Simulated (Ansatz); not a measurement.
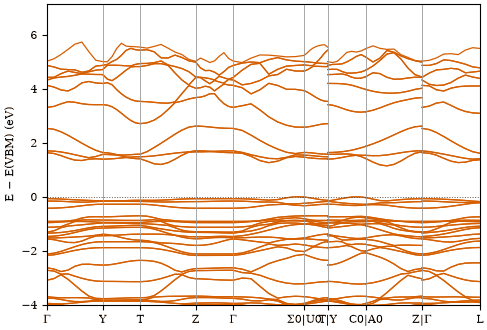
Figure. Band structure from DFT-r²SCAN with spin–orbit coupling in the program Ansatz with PAW potentials

Question: Read off the gap and where the band edges lie.

Answer: About 1.1 eV (1.14 eV by a search for the band edges); maximum on the Γ–Σ0 line, 91 % of the way from Γ, minimum on the A0–Z line, 35 % of the way from A0.

The material is Cs2Ni3S4 in space group Fmmm (No. 69; Cs on 8i, Ni on 4a, Ni on 8e, S on 16m).

The workflow started from a Materials Project entry (that database holds measured and hypothetical structures alike); the Crystallography Open Database copy checked does not list it. Whether it is the stable phase at ambient conditions was not checked. The r²SCAN relaxation kept the symmetry of its start; whether a distortion lowers the energy is not shown. The run is not spin-polarised.

Potentials: the later of the program's two PAW sets.
